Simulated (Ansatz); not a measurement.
The compound is LiPb2 (space group P6/mmm, No. 191), taken as the end point of a relaxation with DFT PBE, scalar-relativistic, plane waves, PAW in Ansatz; the starting structure was generated, so it need not be a known form of this composition.

```cif
data_structure
_symmetry_space_group_name_H-M 'P6/mmm'
_symmetry_Int_Tables_number 191
_cell_length_a 3.4272
_cell_length_b 3.4272
_cell_length_c 8.8935
_cell_angle_alpha 90.000
_cell_angle_beta 90.000
_cell_angle_gamma 120.000
_cell_volume 90.47
loop_
_atom_site_label
_atom_site_type_symbol
_atom_site_symmetry_multiplicity
_atom_site_Wyckoff_symbol
_atom_site_fract_x
_atom_site_fract_y
_atom_site_fract_z
_atom_site_occupancy
Li1 Li 1 a 0.00000 0.00000 0.00000 1
Pb1 Pb 2 e 0.00000 0.00000 0.32062 1
```

Describe the stacking along c, with columns A (0, 0), B (1/3, 2/3), C (2/3, 1/3) of the hexagonal mesh.

Li(A) – Pb(A) – Pb(A) (three layers in 8.89 Å).

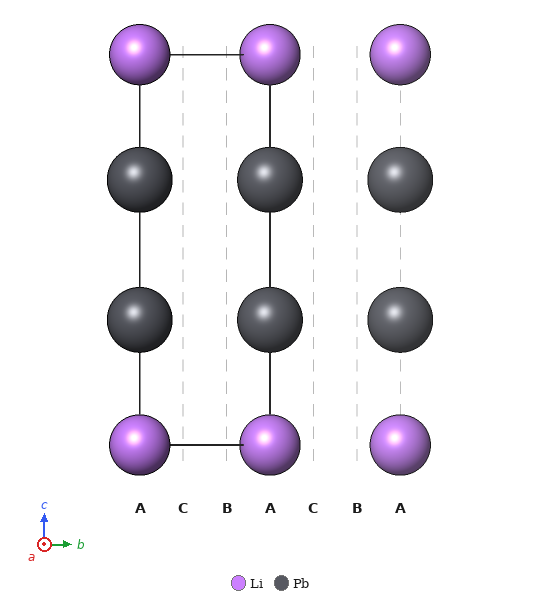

Projection along an edge of the hexagonal mesh, stacking direction c upwards. The dashed lines mark the three columns A (0, 0), B (1/3, 2/3) and C (2/3, 1/3). The sequence starts with the first layer at or above the cell's origin.
